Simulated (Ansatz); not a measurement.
O₂Ru (charge +1, doublet)

Input file:

```
crystal:
  periodic: [false, false, false]
  atoms:
    - {symbol: Ru, position_ang: [0.196764, -0.256565, 0.288612]}
    - {symbol: O, position_ang: [-1.406459, -0.521604, 0.170008]}
    - {symbol: O, position_ang: [1.209695, 0.778169, -0.458620]}
basis:
  gaussian: {orbitals: def2-TZVP, initial_orbitals: start.molden}
total_charge: 1
magnetization: {spin_polarized: true, initial_magnetization: 1}
hamiltonian: {xc: pbe0, dispersion: d4}
output: {forces: true, orbitals: {seedname: orbitals}}
```

Command:

```sh
ansatz run in.yaml --threads 4 --pin off --events-out ev --progress --plain --max-ram 3916MiB
```

Geometry: PBE0-D4/def2-TZVP; core potentials replace the inner electrons of Ru.

Method: UKS PBE0-D4/def2-TZVP (Ansatz 0.2.0).

What will maps of the electron density, electron localisation function and spin density show?

Answer. Ru–O (1.63 Å): ρ at the midpoint is about 2.2 e/Å³; the ELF peaks at about 0.80 in the valence shell of O, 0.5 Å from its nucleus, and drops to about 0.40 between the two atoms.
The unpaired spin (1 electron) lies mostly on Ru1 (about 0.8), O2 (about 0.1) and O3 (about 0.1), in electrons by Hirshfeld's partition.

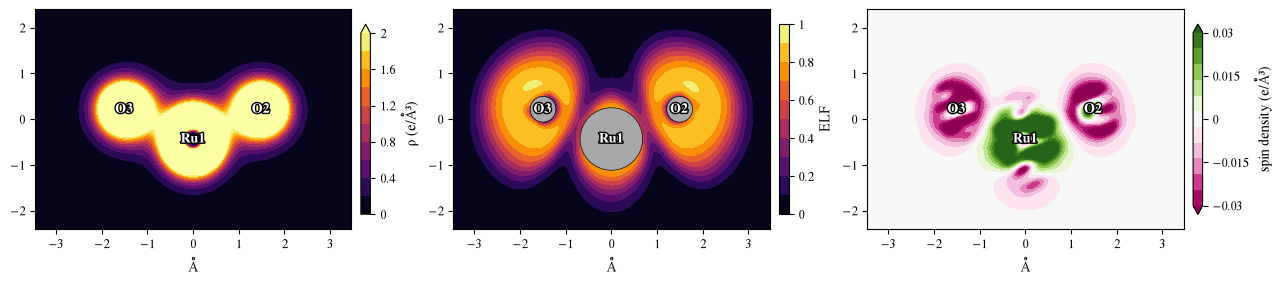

Computed electron density, electron localisation function and spin density on the molecular plane, in this order. Grey discs cover the atomic cores in the ELF map. 
